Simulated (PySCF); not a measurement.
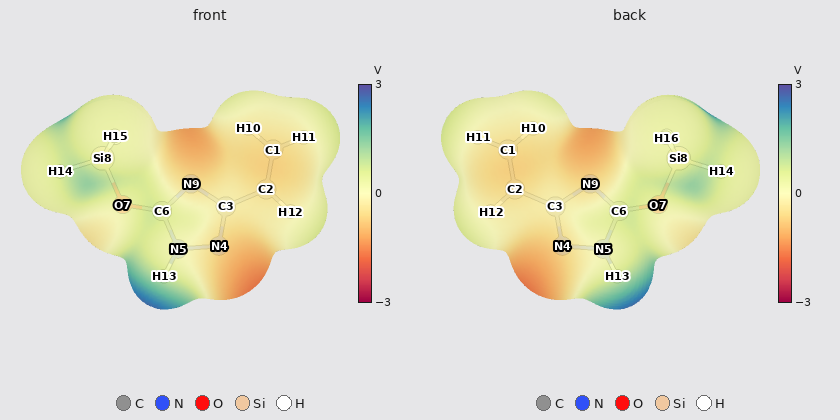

The picture shows: C4H7N3OSi (SMILES C=Cc1n[nH]c(O[SiH3])n1). The electrostatic potential painted on the density surface at 0.002 e/bohr³, seen from the front and from behind; the colour scale runs from red (negative) to blue (positive).

Geometry: GFN2-xTB.

All numbers below come from B3LYP/def2-SVPD, SCF density, gas phase in PySCF.

```
atom    x (Å)    y (Å)    z (Å)
   C   2.8428   0.9135   0.3481
   C   2.4925  -0.3076  -0.0339
   C   1.1170  -0.7151  -0.1915
   N   0.7692  -1.9265  -0.5743
   N  -0.5776  -1.8900  -0.5962
   C  -0.9831  -0.6533  -0.2238
   O  -2.2482  -0.3258  -0.1555
  Si  -2.7647   1.1833   0.2955
   N   0.0478   0.1037   0.0357
   H   2.0932   1.6565   0.5591
   H   3.8740   1.2005   0.4583
   H   3.2162  -1.0786  -0.2542
   H  -1.1211  -2.6958  -0.8580
   H  -4.1895   0.9149   0.1544
   H  -2.3330   1.4536   1.6620
   H  -2.2430   2.1757  -0.6370
```

**Where is the surface potential most negative and most positive?**

The most negative region (about −1.6 V) lies over N4, the most positive (about +2.6 V) over H13. N4 is the likeliest acceptor of a hydrogen bond.
